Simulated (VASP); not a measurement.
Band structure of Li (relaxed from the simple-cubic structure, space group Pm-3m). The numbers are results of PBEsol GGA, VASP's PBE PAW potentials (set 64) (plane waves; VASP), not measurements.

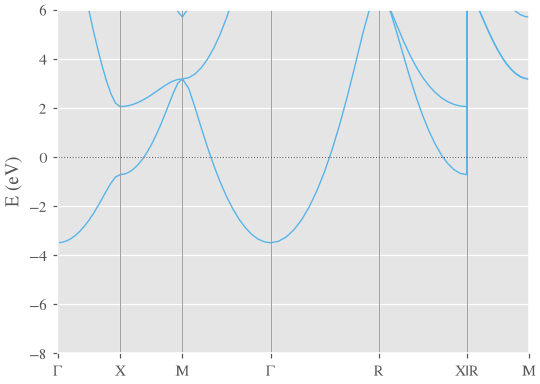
Bands along high-symmetry lines, zero at the valence-band maximum or, without a gap, the Fermi level

Problem. Read the plot: is there a gap, and where are the band edges?

Solution. It has no gap at this level: it comes out as a metal or semimetal. (Edges off the drawn lines would not show.)

The structure was generated: Li was put into the simple-cubic type (Pm-3m), which need not be its known phase. It was relaxed first, which changed the volume by -15 %.
